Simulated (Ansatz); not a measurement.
## Geometry relaxation, with input and output: C$_{2}$H$_{7}$AlO$_{2}$ (part 2 of 2)

C$_{2}$H$_{7}$AlO$_{2}$, SMILES C[CH2][Al]([OH])[OH]; RKS PBE0-D4/def2-TZVP (Ansatz 0.2.0). The geometry: PBE-D4/def2-SVP start.

Geometry of the input (Å):
```
C  -1.5799  -0.6174  0.5920
C  -0.5685  -0.5068  -0.5612
Al 1.0621  0.5066  -0.1469
O  2.5151  0.5142  -1.0752
O  1.0485  1.4981  1.2575
H  -1.8931  0.3804  0.9610
H  -2.5000  -1.1633  0.2911
H  -1.1519  -1.1544  1.4636
H  -0.2786  -1.5162  -0.9311
H  -1.0396  -0.0133  -1.4429
H  2.6422  -0.0146  -1.8773
H  1.8206  2.0315  1.5035
```

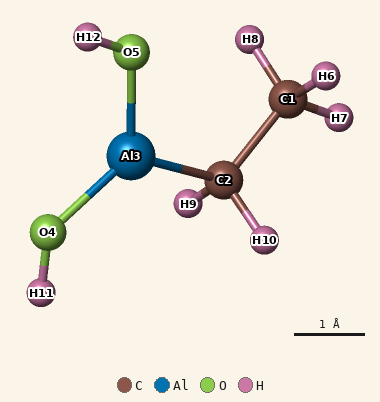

Figure 1. The geometry at step 13 of the log (ball-and-stick view, seen at a tilt; atoms are numbered from 1 in the order of the input).

Trajectory as extended XYZ, continued:
```
12
Properties=species:S:1:pos:R:3:forces:R:3 step=6 energy=-12875.38786
C    -1.5813   -0.6063    0.5778    0.0123  -0.0023  -0.0059
C    -0.5467   -0.5109   -0.5457   -0.0140  -0.0003   0.0121
Al    1.0593    0.5112   -0.1256   -0.0086  -0.0081  -0.0158
O     2.4607    0.5215   -1.0877    0.0061   0.0010  -0.0059
O     1.0823    1.4714    1.2710    0.0101   0.0049   0.0039
H    -1.9048    0.3821    0.9125    0.0058  -0.0082  -0.0063
H    -2.4733   -1.1569    0.2637    0.0049   0.0028   0.0032
H    -1.1757   -1.1159    1.4556   -0.0061   0.0063  -0.0074
H    -0.2428   -1.5135   -0.8723   -0.0073   0.0087   0.0054
H    -1.0018   -0.0566   -1.4362    0.0074  -0.0047   0.0063
H     2.5609    0.0178   -1.8928   -0.0021   0.0056   0.0097
H     1.8404    2.0011    1.5136   -0.0085  -0.0059   0.0006
12
Properties=species:S:1:pos:R:3:forces:R:3 step=7 energy=-12875.38799
C    -1.5831   -0.6027    0.5767    0.0083   0.0158  -0.0035
C    -0.5447   -0.5151   -0.5435   -0.0108  -0.0156   0.0072
Al    1.0602    0.5097   -0.1263   -0.0013  -0.0095  -0.0115
O     2.4573    0.5288   -1.0944    0.0060   0.0055  -0.0018
O     1.0865    1.4611    1.2759    0.0011   0.0034   0.0062
H    -1.9080    0.3888    0.9005   -0.0021  -0.0092   0.0015
H    -2.4735   -1.1568    0.2645    0.0046   0.0023   0.0006
H    -1.1805   -1.1035    1.4608   -0.0024   0.0057  -0.0081
H    -0.2405   -1.5208   -0.8602    0.0015   0.0092  -0.0008
H    -0.9959   -0.0686   -1.4397    0.0027  -0.0041   0.0073
H     2.5575    0.0315   -1.9034   -0.0047   0.0024   0.0073
H     1.8416    1.9925    1.5232   -0.0029  -0.0060  -0.0043
12
Properties=species:S:1:pos:R:3:forces:R:3 step=8 energy=-12875.38817
C    -1.5854   -0.5934    0.5750    0.0026   0.0024   0.0076
C    -0.5412   -0.5248   -0.5405   -0.0043  -0.0040  -0.0110
Al    1.0615    0.5051   -0.1285    0.0103  -0.0021  -0.0029
O     2.4517    0.5442   -1.1057    0.0042   0.0055  -0.0004
O     1.0917    1.4395    1.2849   -0.0096   0.0002   0.0082
H    -1.9150    0.4027    0.8797    0.0034  -0.0100  -0.0043
H    -2.4726   -1.1554    0.2676    0.0007   0.0019   0.0025
H    -1.1865   -1.0772    1.4702   -0.0048   0.0065  -0.0085
H    -0.2354   -1.5353   -0.8401   -0.0018   0.0093   0.0044
H    -0.9866   -0.0923   -1.4465    0.0032  -0.0048   0.0080
H     2.5526    0.0584   -1.9215   -0.0082   0.0010   0.0075
H     1.8422    1.9736    1.5394    0.0044  -0.0060  -0.0110
12
Properties=species:S:1:pos:R:3:forces:R:3 step=9 energy=-12875.38828
C    -1.5868   -0.5871    0.5733   -0.0030   0.0087   0.0164
C    -0.5387   -0.5318   -0.5389   -0.0002  -0.0080  -0.0175
Al    1.0623    0.5016   -0.1295    0.0094   0.0028   0.0017
O     2.4476    0.5571   -1.1127    0.0032   0.0022  -0.0021
O     1.0949    1.4231    1.2921   -0.0125  -0.0013   0.0093
H    -1.9194    0.4128    0.8625    0.0031  -0.0131  -0.0038
H    -2.4722   -1.1547    0.2711    0.0018   0.0007  -0.0005
H    -1.1907   -1.0568    1.4773   -0.0038   0.0072  -0.0138
H    -0.2316   -1.5458   -0.8250   -0.0027   0.0095   0.0030
H    -0.9801   -0.1101   -1.4520    0.0037  -0.0067   0.0113
H     2.5476    0.0788   -1.9330   -0.0075   0.0008   0.0060
H     1.8442    1.9577    1.5488    0.0087  -0.0026  -0.0102
12
Properties=species:S:1:pos:R:3:forces:R:3 step=10 energy=-12875.38845
C    -1.5909   -0.5757    0.5692   -0.0029   0.0084   0.0305
C    -0.5333   -0.5440   -0.5351   -0.0059  -0.0078  -0.0276
Al    1.0631    0.4976   -0.1287    0.0166   0.0039   0.0050
O     2.4382    0.5803   -1.1250   -0.0038  -0.0026  -0.0035
O     1.1045    1.3956    1.3083   -0.0142  -0.0089  -0.0033
H    -1.9316    0.4300    0.8295    0.0085  -0.0313  -0.0086
H    -2.4703   -1.1563    0.2738    0.0031   0.0052   0.0043
H    -1.1995   -1.0193    1.4890   -0.0130   0.0147  -0.0296
H    -0.2235   -1.5645   -0.7960   -0.0023   0.0205   0.0079
H    -0.9668   -0.1433   -1.4616    0.0096  -0.0084   0.0212
H     2.5325    0.1152   -1.9536   -0.0070   0.0044   0.0104
H     1.8546    1.9294    1.5641    0.0112   0.0021  -0.0067
12
Properties=species:S:1:pos:R:3:forces:R:3 step=11 energy=-12875.38850
C    -1.5948   -0.5730    0.5669    0.0043   0.0148   0.0308
C    -0.5303   -0.5478   -0.5315   -0.0077  -0.0190  -0.0168
Al    1.0663    0.4935   -0.1244    0.0014   0.0247  -0.0080
O     2.4336    0.5891   -1.1305   -0.0046  -0.0107  -0.0006
O     1.1118    1.3871    1.3154   -0.0027  -0.0117  -0.0021
H    -1.9401    0.4341    0.8162    0.0123  -0.0345  -0.0101
H    -2.4712   -1.1582    0.2717    0.0073   0.0041   0.0015
H    -1.2078   -1.0071    1.4932   -0.0140   0.0153  -0.0348
H    -0.2176   -1.5699   -0.7828   -0.0111   0.0206   0.0053
H    -0.9583   -0.1540   -1.4637    0.0142  -0.0099   0.0251
H     2.5223    0.1294   -1.9629   -0.0055   0.0059   0.0136
H     1.8631    1.9217    1.5665    0.0059   0.0005  -0.0039
12
Properties=species:S:1:pos:R:3:forces:R:3 step=12 energy=-12875.38860
C    -1.5982   -0.5708    0.5646    0.0090   0.0178   0.0258
C    -0.5282   -0.5499   -0.5289   -0.0146  -0.0108  -0.0128
Al    1.0652    0.4973   -0.1242    0.0089   0.0006   0.0037
O     2.4301    0.5949   -1.1338   -0.0114  -0.0055  -0.0043
O     1.1189    1.3799    1.3223    0.0043  -0.0020  -0.0078
H    -1.9498    0.4367    0.8033    0.0131  -0.0324  -0.0097
H    -2.4707   -1.1625    0.2705    0.0097   0.0030  -0.0005
H    -1.2139   -0.9947    1.4967   -0.0118   0.0142  -0.0352
H    -0.2105   -1.5730   -0.7705   -0.0111   0.0223   0.0040
H    -0.9526   -0.1646   -1.4661    0.0090  -0.0135   0.0231
H     2.5127    0.1401   -1.9696   -0.0035   0.0072   0.0147
H     1.8739    1.9115    1.5697   -0.0015  -0.0010  -0.0010
12
Properties=species:S:1:pos:R:3:forces:R:3 step=13 energy=-12875.38867
C    -1.5988   -0.5699    0.5638    0.0047   0.0080   0.0168
C    -0.5274   -0.5511   -0.5280   -0.0094  -0.0060  -0.0110
Al    1.0652    0.4971   -0.1227    0.0087  -0.0007   0.0001
O     2.4281    0.5969   -1.1346   -0.0082  -0.0022  -0.0007
O     1.1214    1.3783    1.3246    0.0034  -0.0021  -0.0074
H    -1.9514    0.4375    0.7996    0.0088  -0.0228  -0.0065
H    -2.4699   -1.1631    0.2691    0.0048   0.0034   0.0026
H    -1.2155   -0.9917    1.4968   -0.0094   0.0104  -0.0230
H    -0.2100   -1.5744   -0.7677   -0.0061   0.0165   0.0051
H    -0.9507   -0.1678   -1.4662    0.0073  -0.0074   0.0155
H     2.5090    0.1431   -1.9709   -0.0022   0.0044   0.0089
H     1.8769    1.9101    1.5701   -0.0026  -0.0015  -0.0004
12
Properties=species:S:1:pos:R:3:forces:R:3 step=14 energy=-12875.38874
C    -1.6004   -0.5673    0.5620   -0.0007   0.0016   0.0038
C    -0.5255   -0.5545   -0.5257   -0.0002  -0.0030  -0.0045
Al    1.0659    0.4955   -0.1208    0.0054   0.0015  -0.0010
O     2.4240    0.6039   -1.1379   -0.0051  -0.0004   0.0030
O     1.1264    1.3710    1.3297    0.0023  -0.0026  -0.0062
H    -1.9551    0.4408    0.7890    0.0007  -0.0051  -0.0007
H    -2.4694   -1.1638    0.2682   -0.0002   0.0014   0.0016
H    -1.2202   -0.9817    1.4988   -0.0019   0.0025  -0.0044
H    -0.2076   -1.5790   -0.7580   -0.0001   0.0045   0.0022
H    -0.9450   -0.1772   -1.4675    0.0017  -0.0009   0.0036
H     2.5018    0.1537   -1.9764    0.0001   0.0010   0.0008
H     1.8823    1.9035    1.5725   -0.0021  -0.0005   0.0016
12
Properties=species:S:1:pos:R:3:forces:R:3 step=15 energy=-12875.38876
C    -1.6020   -0.5640    0.5604   -0.0018  -0.0021   0.0003
C    -0.5237   -0.5583   -0.5238    0.0020   0.0003  -0.0022
Al    1.0665    0.4939   -0.1201    0.0041   0.0036   0.0000
O     2.4204    0.6114   -1.1417   -0.0049  -0.0015   0.0027
O     1.1305    1.3624    1.3346    0.0022  -0.0035  -0.0069
H    -1.9591    0.4451    0.7781   -0.0006   0.0004  -0.0001
H    -2.4691   -1.1642    0.2686   -0.0013   0.0006   0.0010
H    -1.2242   -0.9701    1.5015    0.0000   0.0001   0.0013
H    -0.2046   -1.5842   -0.7478    0.0005   0.0001   0.0013
H    -0.9398   -0.1877   -1.4695    0.0001   0.0005  -0.0001
H     2.4957    0.1656   -1.9827    0.0011   0.0009  -0.0002
H     1.8865    1.8950    1.5765   -0.0014   0.0006   0.0030
12
Properties=species:S:1:pos:R:3:forces:R:3 step=16 energy=-12875.38878
C    -1.6047   -0.5584    0.5577   -0.0018  -0.0010   0.0000
C    -0.5206   -0.5646   -0.5209    0.0017   0.0005  -0.0010
Al    1.0675    0.4916   -0.1193    0.0042   0.0058   0.0023
O     2.4147    0.6237   -1.1482   -0.0069  -0.0047  -0.0002
O     1.1372    1.3475    1.3426    0.0026  -0.0048  -0.0096
H    -1.9660    0.4526    0.7594    0.0000   0.0001  -0.0003
H    -2.4687   -1.1649    0.2698   -0.0003   0.0002   0.0005
H    -1.2308   -0.9501    1.5064    0.0002   0.0001   0.0002
H    -0.1995   -1.5930   -0.7303   -0.0001  -0.0004   0.0002
H    -0.9314   -0.2058   -1.4734   -0.0002  -0.0003   0.0006
H     2.4860    0.1860   -1.9939    0.0014   0.0027   0.0030
H     1.8932    1.8803    1.5840   -0.0008   0.0018   0.0042
12
Properties=species:S:1:pos:R:3:forces:R:3 step=17 energy=-12875.38879
C    -1.6059   -0.5554    0.5563   -0.0013  -0.0006   0.0005
C    -0.5191   -0.5679   -0.5195    0.0008   0.0005  -0.0012
Al    1.0679    0.4905   -0.1193    0.0058   0.0049   0.0037
O     2.4119    0.6298   -1.1514   -0.0078  -0.0047  -0.0004
O     1.1404    1.3395    1.3464    0.0014  -0.0047  -0.0099
H    -1.9691    0.4565    0.7498   -0.0002   0.0000  -0.0003
H    -2.4683   -1.1652    0.2708   -0.0003   0.0001   0.0000
H    -1.2336   -0.9395    1.5088    0.0002   0.0001   0.0000
H    -0.1972   -1.5975   -0.7216    0.0004  -0.0002   0.0000
H    -0.9275   -0.2152   -1.4753   -0.0005  -0.0003   0.0004
H     2.4815    0.1965   -1.9996    0.0012   0.0028   0.0032
H     1.8960    1.8727    1.5885    0.0002   0.0022   0.0040
12
Properties=species:S:1:pos:R:3:forces:R:3 step=18 energy=-12875.38880
C    -1.6068   -0.5532    0.5554    0.0011   0.0011   0.0022
C    -0.5180   -0.5702   -0.5185   -0.0011  -0.0029   0.0003
Al    1.0689    0.4887   -0.1190    0.0022   0.0093   0.0007
O     2.4099    0.6340   -1.1541   -0.0062  -0.0053   0.0004
O     1.1428    1.3336    1.3490    0.0023  -0.0044  -0.0066
H    -1.9716    0.4594    0.7426    0.0010  -0.0023  -0.0009
H    -2.4681   -1.1655    0.2718    0.0008   0.0002  -0.0005
H    -1.2356   -0.9315    1.5107   -0.0010   0.0008  -0.0027
H    -0.1957   -1.6008   -0.7154   -0.0011   0.0009  -0.0002
H    -0.9247   -0.2217   -1.4766    0.0014  -0.0003   0.0017
H     2.4784    0.2045   -2.0042    0.0007   0.0020   0.0032
H     1.8973    1.8676    1.5923   -0.0001   0.0009   0.0023
12
Properties=species:S:1:pos:R:3:forces:R:3 step=19 energy=-12875.38879 accepted=F
C    -1.6083   -0.5503    0.5539    0.0036   0.0023  -0.0005
C    -0.5164   -0.5728   -0.5170   -0.0059   0.0000   0.0010
Al    1.0687    0.4897   -0.1197    0.0066  -0.0053   0.0044
O     2.4069    0.6386   -1.1577   -0.0046   0.0014  -0.0002
O     1.1474    1.3253    1.3530    0.0015   0.0031  -0.0026
H    -1.9765    0.4629    0.7316    0.0004  -0.0028  -0.0004
H    -2.4671   -1.1673    0.2728    0.0010   0.0003   0.0000
H    -1.2387   -0.9195    1.5133   -0.0008   0.0006  -0.0032
H    -0.1923   -1.6044   -0.7059    0.0006   0.0029   0.0004
H    -0.9210   -0.2317   -1.4785    0.0004  -0.0005   0.0007
H     2.4732    0.2149   -2.0108   -0.0006   0.0003   0.0019
H     1.9011    1.8594    1.5989   -0.0024  -0.0023  -0.0015
12
Properties=species:S:1:pos:R:3:forces:R:3 step=20 energy=-12875.38881
C    -1.6070   -0.5532    0.5553    0.0021   0.0007  -0.0009
C    -0.5179   -0.5698   -0.5184   -0.0027  -0.0006   0.0016
Al    1.0686    0.4898   -0.1194    0.0027   0.0012   0.0015
O     2.4097    0.6331   -1.1543   -0.0037  -0.0007   0.0012
O     1.1435    1.3336    1.3490    0.0022   0.0002  -0.0027
H    -1.9725    0.4591    0.7420   -0.0001  -0.0001  -0.0001
H    -2.4678   -1.1663    0.2717    0.0003  -0.0002  -0.0004
H    -1.2358   -0.9309    1.5108   -0.0001  -0.0001  -0.0004
H    -0.1951   -1.6003   -0.7151    0.0003   0.0002  -0.0001
H    -0.9248   -0.2219   -1.4765    0.0004   0.0002  -0.0004
H     2.4781    0.2043   -2.0046    0.0003   0.0002   0.0003
H     1.8979    1.8673    1.5935   -0.0017  -0.0009   0.0003
```

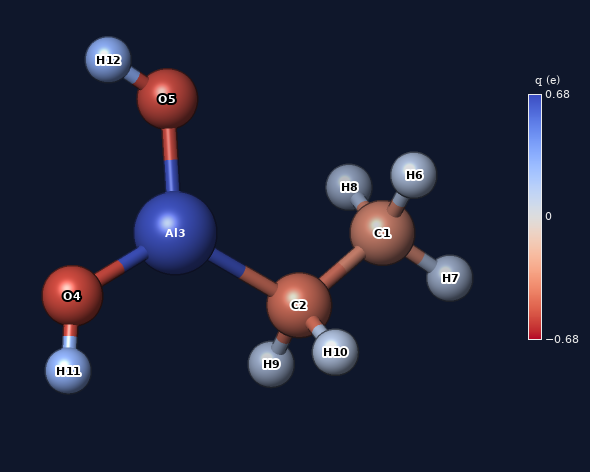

Figure 2. Mulliken charges, as the colour of each atom (ball-and-stick view, seen at an oblique angle; atoms are numbered from 1 in the order of the input). By element: C −0.44 to −0.35, Al +0.65, O −0.56 to −0.55 and H +0.12 to +0.32 e.
